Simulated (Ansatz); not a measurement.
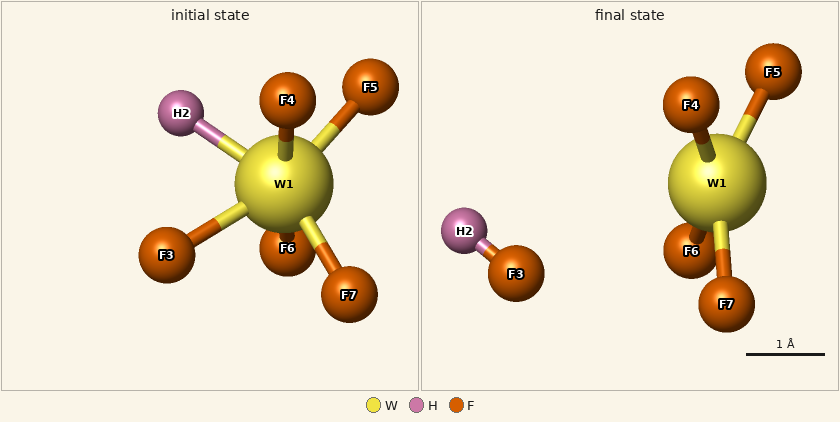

The two relaxed end points of a path for WHF5. The picture is a ball-and-stick view, seen from a free direction.

The calculation used RKS B3LYP-D4/def2-SVP (Ansatz).

Settings: 5 movable images; climbing image; force threshold 0.05 eV/Å; iteration limit 60.

Start:
```xyz
7

W     0.0376    0.0000    0.0334
H     0.3125    0.0000    1.7265
F     1.8921    0.0000    0.2454
F    -0.0936    1.8367    0.1072
F    -1.7815    0.0000    0.3749
F    -0.0936   -1.8367    0.1072
F     0.5360    0.0000   -1.7850
```

End:
```xyz
7

W    -0.6102   -0.0054   -0.3639
H     1.9358    0.0223    1.8402
F     2.0500    0.0049    0.9192
F    -0.4747    1.8048   -0.0314
F    -2.4077   -0.0027    0.0506
F    -0.4859   -1.8203   -0.0550
F     0.8021   -0.0036   -1.5501
```

Predict the minimum-energy path and its barrier.

Forward barrier 1.45 eV, backward barrier 0.49 eV, with image 3 at the top; the reaction energy is +0.96 eV. Breaking: W1–F3 (1.87 → 2.16 at the top → 2.95 Å), W1–H2 (1.72 → 1.81 at the top → 3.37 Å). Forming: H2–F3 (2.17 → 1.17 at the top → 0.93 Å). The band is converged.

Energies of the converged images:

```json
{"image": "0", "path (Å)": "0.00", "E (eV)": "0.000"}
{"image": "1", "path (Å)": "0.40", "E (eV)": "0.097"}
{"image": "2", "path (Å)": "0.80", "E (eV)": "0.756"}
{"image": "3", "path (Å)": "1.20", "E (eV)": "1.448"}
{"image": "4", "path (Å)": "1.68", "E (eV)": "1.127"}
{"image": "5", "path (Å)": "2.17", "E (eV)": "0.994"}
{"image": "6", "path (Å)": "2.65", "E (eV)": "0.961"}
```

The geometry at the top of the path:

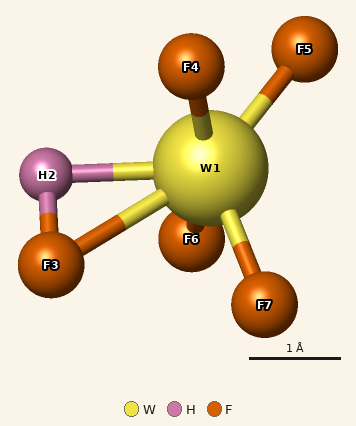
